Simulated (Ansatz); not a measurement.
# C2H6GeTe: the cost of one run

Computed with Ansatz 0.2.0 through its Python package. Level of theory: Hartree-Fock/def2-SVP.

## 1. The structure

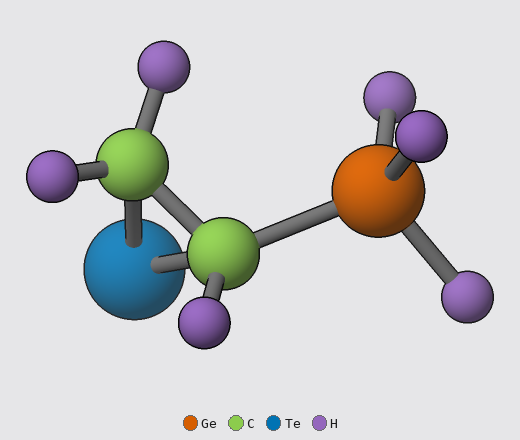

The starting structure, viewed from a chosen angle; germanium orange, carbon green, tellurium blue, hydrogen purple.

The script reads c2h6gete.xyz:

```xyz
10

Ge   -0.67590    1.17880    0.18700
C     0.12700   -0.30650   -0.68570
C     0.89310   -1.14620    0.21560
Te   -0.85080   -2.14710   -0.30220
H    -1.90280    1.70350   -0.72060
H    -1.25740    0.82400    1.56910
H     0.33690    2.36860    0.34030
H     0.59460   -0.16360   -1.70950
H     0.98240   -0.78180    1.32450
H     1.83600   -1.58070   -0.21550
```

## 2. Script

The input, run_opt.py:

```python
"""Minimum-energy structure of C2H6GeTe."""

import ansatz as az
import numpy as np

system = az.Crystal.molecule_from_extxyz("c2h6gete.xyz")

calculation = (
    system.calculation()
    .basis(gaussian="def2-SVP")
    .functional("HF")
)
symbols = [site.symbol for site in system.cartesian_sites]
start = np.array([site.position_ang for site in system.cartesian_sites], dtype=float)
def progress(event):
    if event["event"] == "relax_step":
        row = event["data"]
        print(f"step {row['step']:3d}  E = {row['lagrangian_ev']:.6f} eV  largest force component {row['allowed_force_max_ev_ang']:.4f} eV/A")


report = calculation.relax(force_tolerance=0.01).session().plan().execute(on_event=progress).report
end = np.array(report["positions_ang"])

print("reference energy %16.6f eV" % report["reference_energy_ev"])
print("total energy     %16.6f eV" % report["free_energy_ev"])
print("occupied orbitals outside the frozen core (up, down):", report["n_occupied"], " frozen:", report["n_frozen"], " virtual:", report["n_virtual"])

print("final positions (A) and the move of each atom")
for symbol, xyz, old in zip(symbols, end, start):
    print(f"{symbol:2s} {xyz[0]:10.5f} {xyz[1]:10.5f} {xyz[2]:10.5f}   {np.linalg.norm(xyz - old):7.4f}")
```

## 3. What the engine is handed

The package turns the script's settings into the engine's input:

```yaml
crystal:
  periodic: [false, false, false]
  atoms:
    - { symbol: Ge, position_ang: [-0.6759, 1.1788, 0.187] }
    - { symbol: C, position_ang: [0.127, -0.3065, -0.6857] }
    - { symbol: C, position_ang: [0.8931, -1.1462, 0.2156] }
    - { symbol: Te, position_ang: [-0.8508, -2.1471, -0.3022] }
    - { symbol: H, position_ang: [-1.9028, 1.7035, -0.7206] }
    - { symbol: H, position_ang: [-1.2574, 0.824, 1.5691] }
    - { symbol: H, position_ang: [0.3369, 2.3686, 0.3403] }
    - { symbol: H, position_ang: [0.5946, -0.1636, -1.7095] }
    - { symbol: H, position_ang: [0.9824, -0.7818, 1.3245] }
    - { symbol: H, position_ang: [1.836, -1.5807, -0.2155] }
basis:
  gaussian:
    orbitals: def2-SVP
hamiltonian:
  xc: hf
relax:
  f_tol: 0.01
```

## 4. Launch

The run is started by

```
> python run_opt.py
```

**Question.** How long does this script take on 1 thread of Arm Neoverse V1, shared host, and how much memory does it need?

About 52 s, with a peak of 0.38 GiB.
